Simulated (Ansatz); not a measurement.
# C2HCl2F (SMILES FC=C(Cl)Cl): BLYP/6-31G(d) (spherical functions)

What is the electronic atomisation energy of C2HCl2F at BLYP/6-31G* (spherical functions)? 

The calculation is run with Ansatz 0.2.0.

66 further runs of the same task are left out: 66 set aside as unsound or not needed. Runs told in other sessions of the task aren't counted.

### Step 1. The system as given

C2HCl2F: 6 atoms, total charge 0, spin state singlet. As SMILES, `FC=C(Cl)Cl`. The shape is that of a PBE0-D4/def2-TZVP optimisation.

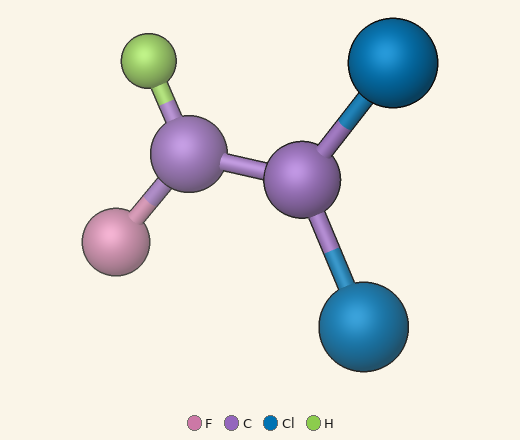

The structure, seen from a chosen angle (fluorine pink, carbon purple, chlorine blue, hydrogen green).

### Step 2. The energy at BLYP/6-31G(d) (spherical functions)

Contents of input.yaml:

```yaml
crystal:
  periodic: [false, false, false]
  atoms:
    - {symbol: F, position_ang: [0.369860, -1.453540, 1.016570]}
    - {symbol: C, position_ang: [0.335170, -0.183710, 0.639080]}
    - {symbol: C, position_ang: [-0.249490, 0.193990, -0.489960]}
    - {symbol: Cl, position_ang: [-1.002700, -0.907170, -1.549080]}
    - {symbol: Cl, position_ang: [-0.269610, 1.845290, -0.936840]}
    - {symbol: H, position_ang: [0.816790, 0.505150, 1.320220]}
basis:
  gaussian: {orbitals: 6-31G_st_-spherical.json}
hamiltonian: {xc: {name: BLYP}}
accuracy: high
output: {orbitals: {seedname: orbitals}}
```

The basis set 6-31G* is read from a file made from the Basis Set Exchange's data (not shown).

Command:

```sh
ansatz run input.yaml --threads 1 --pin off --max-ram 3480MiB --events-out events.jsonl --progress --plain --runs-dir runs
```

The program printed:

```text
Warning: RAYON_NUM_THREADS=1 ignored (pool sized by the plan → 1); use --threads N
Functional definition: BLYP
  name "BLYP"
  parameter beta = 0.0042
  parameter a = 0.04918
  parameter b = 0.132
  parameter c = 0.2533
  parameter d = 0.349
  exchange = b88_x(beta = beta)
  correlation = lyp_c(a = a, b = b, c = c, d = d)
1764 factors; integrals over basis functions are off by at most 5.3e-9 eV
mean field evaluation 1: about -29845.7178 eV, gradient 3.5e1 eV
mean field evaluation 2: about -29842.4177 eV, gradient 4.9e1 eV
mean field evaluation 4: about -29848.5223 eV, gradient 3.7e0 eV
mean field evaluation 8: about -29848.5470 eV, gradient 5.0e-1 eV
mean field evaluation 16: about -29848.5474 eV, gradient 1.5e-5 eV
mean field -29848.54743153 eV, -1096.9138860364 hartree, gradient 3.4e-8 eV, S^2 0.000000; 0 other end points of the search recorded, 0 dependent functions left out
reference -29848.54747762 eV, -1096.9138877302 hartree; 28, 28 occupied and 52, 52 virtual orbitals, 1764 factors
Total energy: -29848.54747762 eV, -1096.9138877302 hartree
```

Run time: 6.6 s. Hardware: 1 thread of Arm Neoverse V1, shared host; peak memory 0.19 GiB.

### Step 3. The C atom, same level

Contents of in.yaml:

```yaml
crystal:
  periodic: [false, false, false]
  atoms:
    - {symbol: C, position_ang: [0.000000, 0.000000, 0.000000]}
basis:
  gaussian:
    orbitals: 6-31G_st_-spherical.json
accuracy: high
magnetization:
  spin_polarized: true
  initial_magnetization: 2
hamiltonian:
  xc: {name: BLYP}
```

The basis set 6-31G* is read from a file made from the Basis Set Exchange's data (not shown).

Run the same way, it converges to -37.82999 Eh (log not shown).

### Step 4. The Cl atom, same level

Contents of molecule.yaml:

```yaml
crystal:
  periodic: [false, false, false]
  atoms:
    - {symbol: Cl, position_ang: [0.000000, 0.000000, 0.000000]}
basis:
  gaussian: {orbitals: 6-31G_st_-spherical.json}
magnetization: {spin_polarized: true, initial_magnetization: 1}
hamiltonian: {xc: {name: BLYP}}
accuracy: high
```

The basis set 6-31G* is read from a file made from the Basis Set Exchange's data (not shown).

Run the same way, it converges to -460.11341 Eh (log not shown).

### Step 5. The F atom, same level

Contents of run.yaml:

```yaml
crystal:
  periodic: [false, false, false]
  atoms:
    - {symbol: F, position_ang: [0.000000, 0.000000, 0.000000]}
basis:
  gaussian:
    orbitals: 6-31G_st_-spherical.json
magnetization:
  spin_polarized: true
  initial_magnetization: 1
hamiltonian:
  xc: {name: BLYP}
accuracy: high
```

The basis set 6-31G* is read from a file made from the Basis Set Exchange's data (not shown).

Run the same way, it converges to -99.70127 Eh (log not shown).

### Step 6. The H atom

Contents of in.yaml:

```yaml
crystal:
  periodic: [false, false, false]
  atoms:
    - {symbol: H, position_ang: [0.000000, 0.000000, 0.000000]}
basis:
  gaussian:
    orbitals: "6-31G*"
accuracy: high
hamiltonian:
  xc: {name: BLYP}
magnetization:
  spin_polarized: true
  initial_magnetization: 1
```

Command:

```sh
ansatz run in.yaml --threads 1 --pin off --max-ram 3480MiB --events-out events.jsonl --progress --plain --runs-dir runs
```

The program printed:

```text
Warning: RAYON_NUM_THREADS=1 ignored (pool sized by the plan → 1); use --threads N
[... 9 set-up lines as earlier in the session ...]
3 factors; integrals over basis functions are off by at most 5.4e-10 eV
mean field evaluation 1: about -13.4819 eV, gradient 3.0e-1 eV
mean field evaluation 2: about -13.4827 eV, gradient 2.5e-2 eV
mean field evaluation 4: about -13.4818 eV, gradient 4.7e-6 eV
mean field evaluation 8: about -13.4818 eV, gradient 4.2e-8 eV
mean field -13.48175429 eV, -0.4954453319 hartree, gradient 4.2e-8 eV, S^2 0.750000; 0 other end points of the search recorded, 0 dependent functions left out
reference -13.48177882 eV, -0.4954462333 hartree; 1, 0 occupied and 1, 2 virtual orbitals, 3 factors
Total energy: -13.48177882 eV, -0.4954462333 hartree
```

It took 0.1 s on 1 thread of Arm Neoverse V1, shared host.

### Step 7. Results

At BLYP/6-31G* (spherical functions):

| quantity | value |
| --- | --- |
| molecule: total energy | -1096.91389 Eh |
| molecule: HOMO energy | -5.71 eV |
| molecule: LUMO energy | -0.79 eV |
| molecule: HOMO–LUMO gap | 4.93 eV |
| C atom: total energy | -37.82999 Eh |
| C atom: ⟨S²⟩ | 2.002 |
| Cl atom: total energy | -460.11341 Eh |
| Cl atom: ⟨S²⟩ | 0.751 |
| F atom: total energy | -99.70127 Eh |
| F atom: ⟨S²⟩ | 0.751 |
| H atom: total energy | -0.49545 Eh |
| H atom: ⟨S²⟩ | 0.750 |
| electronic atomisation energy | 22.595 eV |

Taking the molecule apart into free atoms costs 22.60 eV (2180 kJ/mol), before zero-point energy and without spin-orbit coupling.
